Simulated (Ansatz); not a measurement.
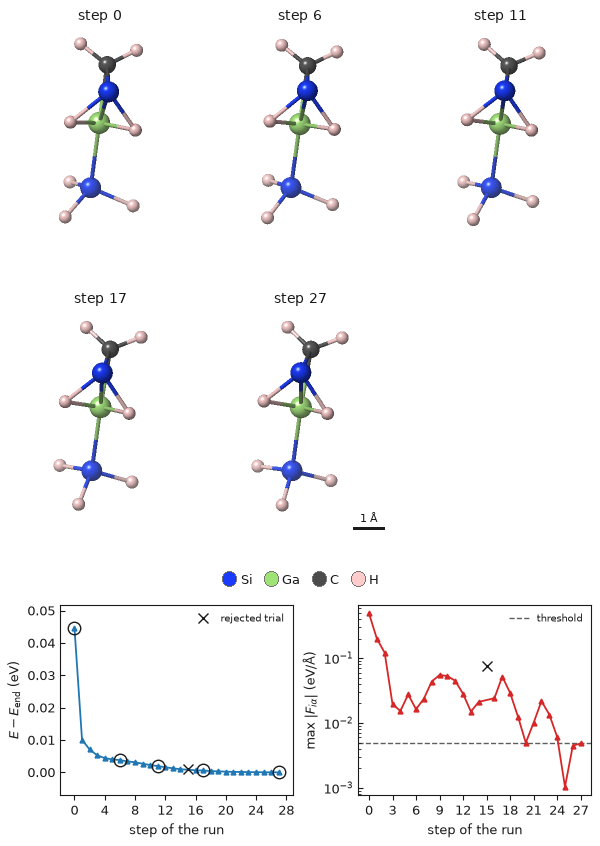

Frames of a relaxation of CH₇GaSi₂, marked on the history of the run. A ball-and-stick model, seen from a free direction.

The start comes from PBE-D4/def2-SVP.

Level of theory: Ansatz, RKS PBE0-D4/def2-TZVP.

Input
```yaml
crystal:
  periodic: [false, false, false]
  atoms:
    - {symbol: Si, position_ang: [-0.671206, 2.088255, -0.584627]}
    - {symbol: Ga, position_ang: [-0.025798, -0.066537, 0.213705]}
    - {symbol: C, position_ang: [0.431498, -1.609702, 1.307846]}
    - {symbol: Si, position_ang: [0.854443, -2.253410, -0.537955]}
    - {symbol: H, position_ang: [-1.320755, 1.980572, -1.936547]}
    - {symbol: H, position_ang: [-1.624322, 2.751124, 0.373038]}
    - {symbol: H, position_ang: [0.575834, 2.925482, -0.690281]}
    - {symbol: H, position_ang: [1.300541, -1.506757, 1.984166]}
    - {symbol: H, position_ang: [-0.403077, -2.133694, 1.809844]}
    - {symbol: H, position_ang: [1.463460, -0.748352, -0.863802]}
    - {symbol: H, position_ang: [-0.515118, -1.483980, -1.054688]}
basis:
  gaussian: {orbitals: def2-TZVP}
hamiltonian: {xc: pbe0, dispersion: d4}
relax: {f_tol: 0.005, max_steps: 150}
```

Launched with:
```bash
ansatz run in.yaml --threads 4 --pin off --events-out ev --progress --plain --max-ram 10444MiB
```

Question: What happens along the run?

Answer: The largest move after the best rigid fit is that of H5, 0.58 Å. By element the largest moves are H 0.58 Å, Si 0.26 Å, C 0.13 Å, Ga 0.09 Å. Among the contacts that change: Ga2–Si4 2.474 → 2.431 Å, C3–Si4 2.000 → 1.965 Å, Ga2–H10 1.961 → 1.929 Å, Si4–H10 1.656 → 1.637 Å. Among the angles between lasting bonds that change: Si1–Ga2–Si4 142.4° → 146.3°, Si1–Ga2–C3 165.3° → 161.7°. Groups turn about Si1–Ga2 by about 35°. Over 26 accepted moves (27 points after the start) the energy falls by 0.045 eV. The largest force component goes from 0.49 to 0.0048 eV/Å. The line search rejected the trial step at point 15 of the run. The forces were under the threshold at step 20, but the run went on from there. From step 0 to 6: H atoms move most (0.10 Å), energy −0.041 eV. From step 6 to 11: H5 moves most (0.21 Å), energy −0.002 eV. From step 11 to 17: H atoms move most (0.18 Å), energy −0.001 eV. From step 17 to 27: H5 moves most (0.11 Å), energy −0.001 eV.

| step | E − E(0), eV | largest force component, eV/Å | note |
| --- | --- | --- | --- |
| 0 | 0.0000 | 0.4899 |  |
| 1 | -0.0346 | 0.2005 |  |
| 2 | -0.0376 | 0.1212 |  |
| 3 | -0.0394 | 0.0196 |  |
| 4 | -0.0403 | 0.0153 |  |
| 5 | -0.0407 | 0.0275 |  |
| 6 | -0.0409 | 0.0163 |  |
| 7 | -0.0413 | 0.0237 |  |
| 8 | -0.0416 | 0.0435 |  |
| 9 | -0.0420 | 0.0551 |  |
| 10 | -0.0424 | 0.0529 |  |
| 11 | -0.0427 | 0.0448 |  |
| 12 | -0.0431 | 0.0282 |  |
| 13 | -0.0434 | 0.0150 |  |
| 14 | -0.0437 | 0.0212 |  |
| 15 | -0.0436 | 0.0750 | rejected |
| 16 | -0.0440 | 0.0242 |  |
| 17 | -0.0441 | 0.0520 |  |
| 18 | -0.0443 | 0.0292 |  |
| 19 | -0.0444 | 0.0126 |  |
| 20 | -0.0445 | 0.0050 |  |
| 21 | -0.0445 | 0.0101 |  |
| 22 | -0.0446 | 0.0218 |  |
| 23 | -0.0446 | 0.0135 |  |
| 24 | -0.0446 | 0.0061 |  |
| 25 | -0.0446 | 0.0010 |  |
| 26 | -0.0447 | 0.0045 |  |
| 27 | -0.0447 | 0.0048 |  |
